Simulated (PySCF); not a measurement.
C7H4Cl3F3Si, SMILES FC(F)(F)c1ccc([Si](Cl)(Cl)Cl)cc1, singlet at its GFN2-xTB optimised geometry (Å):

```
18

F     -2.1108    -3.2706    -1.2904
C     -1.8554    -2.8684    -0.0293
F     -3.0442    -2.7988     0.5878
F     -1.1799    -3.8701     0.5524
C     -1.1069    -1.5649     0.0000
C     -1.8100    -0.3679    -0.0091
C     -1.1167     0.8275    -0.0090
C      0.2772     0.8529    -0.0028
Si     1.2129     2.5051    -0.0285
Cl     1.3957     3.1355    -1.9390
Cl     0.1783     3.8701     1.0394
Cl     3.0442     2.2542     0.7803
C      0.9610    -0.3616     0.0000
C      0.2809    -1.5649     0.0000
H     -2.8892    -0.3759    -0.0096
H     -1.6683     1.7548    -0.0101
H      2.0399    -0.3679     0.0059
H      0.8207    -2.4993     0.0064
```

Calculation: PBE0/def2-SVP (PySCF). Cells within 0.4 Å of a nucleus heavier than hydrogen are left out (blank, or x).

Map of the electrostatic potential (hartree/e), clipped to [-0.08, 0.12] on the plane z = 0.0 Å:

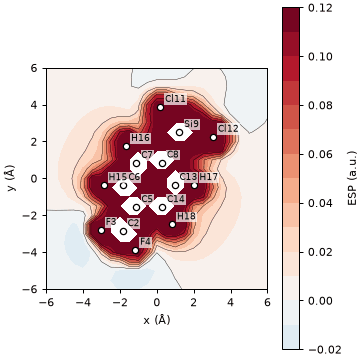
Fig. 1. Electrostatic potential (hartree/e), clipped to [-0.08, 0.12] on the plane z = 0.0 Å.
